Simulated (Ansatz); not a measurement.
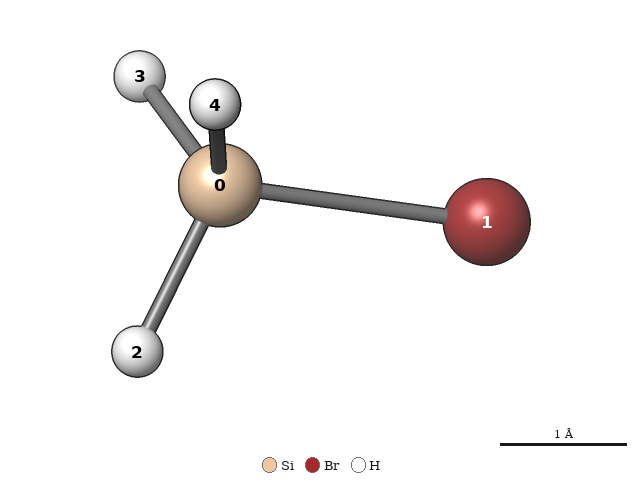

Starting geometry of the run. Atoms are numbered from 0, in the order of the input.

The calculation was set up as follows.

```yaml
crystal:
  periodic: [false, false, false]
  atoms:
    - {symbol: Si, position_ang: [-1.174742, 0.713798, -0.518549]}
    - {symbol: Br, position_ang: [-1.764694, -1.076851, 0.652065]}
    - {symbol: H, position_ang: [-0.193197, 0.297882, -1.546013]}
    - {symbol: H, position_ang: [-0.571237, 1.699243, 0.407078]}
    - {symbol: H, position_ang: [-2.387063, 1.275618, -1.156321]}
basis:
  gaussian: {orbitals: def2-TZVP}
hamiltonian: {xc: pbe0, dispersion: d4}
phonons: {temperatures: {t_min: 298.15, t_max: 900, t_step: 200}}
```

Result (its end):

```
mean field -77962.57025659 eV, -2865.0716120014 hartree, gradient 1.3e-6 eV, S^2 0.000000; 0 other end points of the search recorded, 0 dependent functions left out
the calculation of the forces begins
reference -77962.57028284 eV, -2865.0716129663 hartree; 26, 26 occupied and 77, 77 virtual orbitals, 813 factors
these checks for a lower state are left out or cut short: stability, starts, cluster_reference, orbital_swaps, neighbouring_geometries, increment
813 factors; their error is unknown
mean field -77962.57025605 eV, -2865.0716119817 hartree, gradient 1.3e-6 eV, S^2 0.000000; 0 other end points of the search recorded, 0 dependent functions left out
the calculation of the forces begins
reference -77962.57028230 eV, -2865.0716129465 hartree; 26, 26 occupied and 77, 77 virtual orbitals, 813 factors
these checks for a lower state are left out or cut short: stability, starts, cluster_reference, orbital_swaps, neighbouring_geometries, increment
813 factors; their error is unknown
mean field -77962.57025409 eV, -2865.0716119098 hartree, gradient 1.3e-6 eV, S^2 0.000000; 0 other end points of the search recorded, 0 dependent functions left out
the calculation of the forces begins
reference -77962.57028035 eV, -2865.0716128748 hartree; 26, 26 occupied and 77, 77 virtual orbitals, 813 factors
Total energy: -77962.63701303 eV, -2865.0740652557 hartree
Atom 0 at    -1.174742     0.713798    -0.518549 Å, force     0.000452     0.001725    -0.001151 eV/Å
Atom 1 at    -1.764694    -1.076851     0.652065 Å, force    -0.000410    -0.000897     0.000564 eV/Å
Atom 2 at    -0.193197     0.297882    -1.546013 Å, force    -0.000319     0.000164     0.000551 eV/Å
Atom 3 at    -0.571237     1.699243     0.407078 Å, force    -0.000137    -0.000511    -0.000390 eV/Å
Atom 4 at    -2.387063     1.275618    -1.156321 Å, force     0.000415    -0.000481     0.000425 eV/Å
Dipole moment:     0.071818     0.217965    -0.142491 e Å
Vibrations: 430.12 624.44 624.46 924.09 943.62 943.65 2247.42 2262.64 2262.65 cm⁻¹, zero-point energy 0.698223 eV
```
